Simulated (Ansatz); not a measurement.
# Two runs on C$_{2}$H$_{3}$ClNSi

System: C$_{2}$H$_{3}$ClNSi, multiplicity 2.
Method of run A: UKS SPW92/def2-TZVPP (Ansatz 0.2.0).

The geometry comes from this level: PBE0-D4/def2-TZVP. Text and figures count atoms from 1; the logs count them from 0 in places.

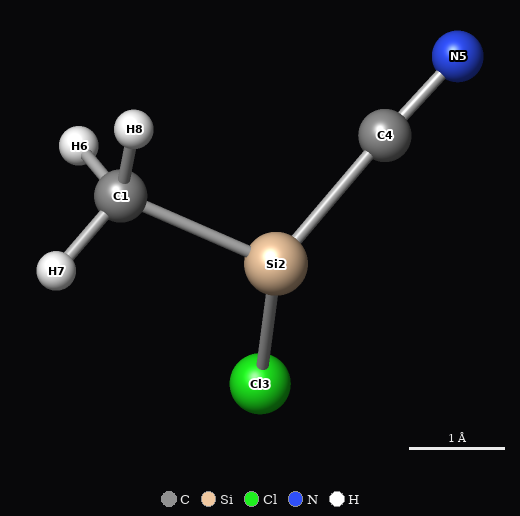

**Figure 1.** The structure (ball-and-stick view, seen at a tilt; atoms are numbered from 1 in the order of the input). Bond lengths as drawn: Cl–Si 2.05 Å, C–H 1.09 Å, C–N 1.15 Å and C–Si 1.84 to 1.86 Å.

## Input file, run A
```yaml
crystal:
  periodic: [false, false, false]
  atoms:
    - {symbol: C, position_ang: [-0.710879, -0.544763, 0.782566]}
    - {symbol: Si, position_ang: [0.598764, 0.648165, 0.225387]}
    - {symbol: Cl, position_ang: [2.483162, -0.092793, 0.512828]}
    - {symbol: C, position_ang: [0.405716, 0.989336, -1.574442]}
    - {symbol: N, position_ang: [0.241656, 1.298352, -2.674345]}
    - {symbol: H, position_ang: [-0.600566, -1.491503, 0.246789]}
    - {symbol: H, position_ang: [-0.626044, -0.731784, 1.854021]}
    - {symbol: H, position_ang: [-1.699710, -0.132011, 0.571397]}
basis:
  gaussian: {orbitals: def2-TZVPP}
magnetization: {spin_polarized: true, initial_magnetization: 1}
hamiltonian: {xc: lda}
output: {orbitals: {seedname: orbitals}}
```

Hardware: 4 CPU threads, shared host.

## Output (run A)
```
Functional definition: SPW92
  exchange = slater_x
  correlation = pw_c
1274 factors; their error is unknown
mean field evaluation 1: about -23894.6625 eV, gradient 6.0e1 eV
mean field evaluation 2: about -23768.6982 eV, gradient 1.3e2 eV
mean field evaluation 4: about -23911.0365 eV, gradient 9.0e0 eV
mean field evaluation 8: about -23911.4618 eV, gradient 2.7e-1 eV
mean field evaluation 16: about -23911.4278 eV, gradient 4.0e-3 eV
mean field -23911.42778462 eV, -878.7287633368 hartree, gradient 4.0e-5 eV, S^2 0.751282; 0 other end points of the search recorded, 0 dependent functions left out
reference -23911.42782018 eV, -878.7287646438 hartree; 27, 26 occupied and 192, 193 virtual orbitals, 1274 factors
Total energy: -23911.42782018 eV, -878.7287646438 hartree
```

The input of run B differs as follows (lines with − go, lines with + come):
```diff
-hamiltonian: {xc: lda}
+hamiltonian: {xc: {name: wB97X-V}}
```

Predict how the results change.

The total energies belong to different methods, so their difference says nothing on which is more stable or more accurate. The HOMO goes from −5.69 to −8.98 eV. The LUMO goes from −4.56 to −1.48 eV.

## Output (run B)
```
Functional definition: wB97X-V
  parameter omega = 0.3/bohr
  parameter cx = 0.167
  parameter cx1 = 0.603
  parameter cx2 = 1.194
  parameter css0 = 0.556
  parameter css1 = -0.257
  parameter cos0 = 1.219
  parameter cos1 = -1.850
  parameter b = 6.0
  parameter c = 0.01
  exchange = spin_sum(e_x_unif_sr(omega)*poly(b97_u_x, 1 - cx, cx1, cx2)) + cx*exact_x_sr(omega) + exact_x_lr(omega)
  correlation = spin_sum(e_c_pw_same_spin*poly(b97_u_same, css0, css1))
      + integral(e_c_pw_opposite_spin*poly(b97_u_opposite, cos0, cos1)) + vv10(b, c)
1293 factors; their error is unknown
264 factors; integrals over basis functions are off by at most 2.5e-5 eV
mean field evaluation 1: about -24004.8956 eV, gradient 3.6e1 eV
mean field evaluation 2: about -24004.4630 eV, gradient 3.9e1 eV
mean field evaluation 4: about -24010.9181 eV, gradient 2.2e0 eV
mean field evaluation 8: about -24010.9717 eV, gradient 7.6e-2 eV
mean field evaluation 16: about -24010.9960 eV, gradient 5.9e-4 eV
mean field -24010.99600413 eV, -882.3878279142 hartree, gradient 4.6e-5 eV, S^2 0.753265; 0 other end points of the search recorded, 0 dependent functions left out
reference -24010.99600272 eV, -882.3878278623 hartree; 27, 26 occupied and 192, 193 virtual orbitals, 1293 factors
Total energy: -24010.99600272 eV, -882.3878278623 hartree
```

## The two runs side by side

| quantity | run A | run B |
| --- | --- | --- |
| outcome | converged | converged |
| total energy (hartree) | −878.728765 | −882.387828 |
| HOMO (eV) | −5.69 | −8.98 |
| LUMO (eV) | −4.56 | −1.48 |
| ⟨S²⟩ | 0.751 | 0.753 |
| basis functions | 219 | 219 |
| wall time (shared host) | 2.5 s | 15 s |
